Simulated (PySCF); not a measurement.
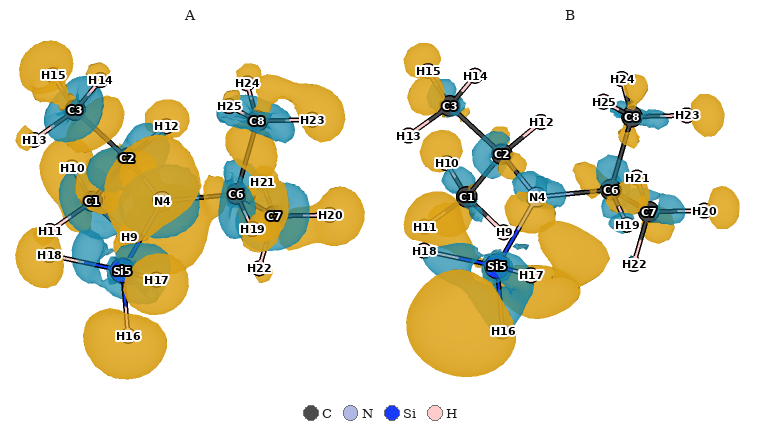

Figure. C6H17NSi, SMILES `CC(C)N([SiH3])C(C)C`. The two Fukui functions at ±0.015 e/Å³ (yellow positive, teal negative).

Computed with PySCF, LDA (SVWN)/6-31G*, geometry: GFN2-xTB. No frequency check shows the geometry to be a minimum.

The calculation's input:

```python
import numpy as np
from pyscf import gto, scf, dft
from pyscf.scf import atom_ks, atom_hf
from scipy.linalg import block_diag

def solve(mol, dm0=None, hcore=None):
    mf = (dft.UKS if mol.spin else dft.RKS)(mol, xc='svwn')
    mf.grids.level = 3
    mf = mf.density_fit(auxbasis='def2-universal-jkfit')
    mf.conv_tol, mf.max_cycle = 1e-8, 80
    if hcore is not None:
        mf.get_hcore = lambda *args: hcore
    mf.kernel(dm0)
    if not mf.converged:
        mf = mf.newton().run(mf.mo_coeff, mf.mo_occ, max_cycle=30)
    assert mf.converged, 'SCF not converged'
    return mf

mol = gto.M(atom='''
C     -1.59939     0.78684    -1.40002
C     -0.69431     0.96408    -0.18016
C     -1.49594     1.50035     1.00804
N      0.00150    -0.26297     0.17209
Si    -0.80595    -1.77034     0.32853
C      1.45066    -0.24166     0.09283
C      1.95945    -0.03459    -1.33729
C      2.06759     0.78017     1.05229
H     -1.03283     0.37305    -2.23049
H     -2.01265     1.74664    -1.70323
H     -2.41823     0.11093    -1.16976
H      0.05968     1.71539    -0.43647
H     -2.29151     0.80943     1.27044
H     -0.84782     1.62281     1.87182
H     -1.93670     2.46366     0.76078
H     -0.94061    -2.51935    -0.93548
H     -0.01110    -2.57080     1.26218
H     -2.14497    -1.54049     0.86868
H      1.78406    -1.23334     0.41582
H      3.04172    -0.13544    -1.36466
H      1.69892     0.95259    -1.71206
H      1.52240    -0.78228    -1.99510
H      3.14735     0.65418     1.07805
H      1.85201     1.80114     0.74704
H      1.67476     0.62633     2.05427
''', basis='6-31g*', charge=0, spin=0, verbose=4)
mf = solve(mol)
out = dict(e0=mf.e_tot, dm0=mf.make_rdm1(), c=mf.mo_coeff, occ=mf.mo_occ, eps=mf.mo_energy)
for name, dq, spin in [('cation', 1, 1), ('anion', -1, 1)]:
    ion = mol.copy().set(charge=mol.charge + dq, spin=spin).build()
    mi = solve(ion)
    if spin and dq > 0 and mol.nao < 130:
        c, _, stable, _ = mi.stability(return_status=True)
        if not stable:
            mi = solve(ion, mi.make_rdm1(c, mi.mo_occ))
    print(name, 'vertical energy change / eV', (mi.e_tot - mf.e_tot) * 27.211386)
    out.update({'e_' + name: mi.e_tot, 'dm_' + name: mi.make_rdm1(), 's2_' + name: mi.spin_square()[0], 'eps_' + name: mi.mo_energy, 'occ_' + name: mi.mo_occ})
# spherically averaged free atoms, for the promolecule
atm = atom_ks.get_atm_nrks(mol, xc='svwn')
pro = block_diag(*[(atm[a[0]][2] * atm[a[0]][3]) @ atm[a[0]][2].T for a in mol._atom])
np.savez('result.npz', pro=pro, **out)
```

Command:

```sh
OMP_NUM_THREADS=1 python input.py
```

The run took 71 s on 1 thread of AMD EPYC 9R45 96-Core Processor (Zen 5) (shared host), peak memory 0.36 GiB.

Partitions, critical points and surface values were worked out afterwards from this run's density.

### Which panel is f⁻ (electron removed) and which f⁺ (electron added)?

A is f⁻, B is f⁺. f⁻ (Hirshfeld-condensed) is largest on N4 (0.19); the vertical ionisation energy is 7.59 eV (the stability of the cation's solution wasn't checked). f⁺ (Hirshfeld-condensed) is largest on Si5 (0.27); the vertical electron affinity is −2.38 eV (the stability of the anion's solution wasn't checked; negative, but this basis has no diffuse functions, so it doesn't show that the anion is unbound).

### What chemical potential and hardness follow from the two energies?

μ = −(I + A)/2 = −2.61 eV and η = I − A = 9.98 eV.
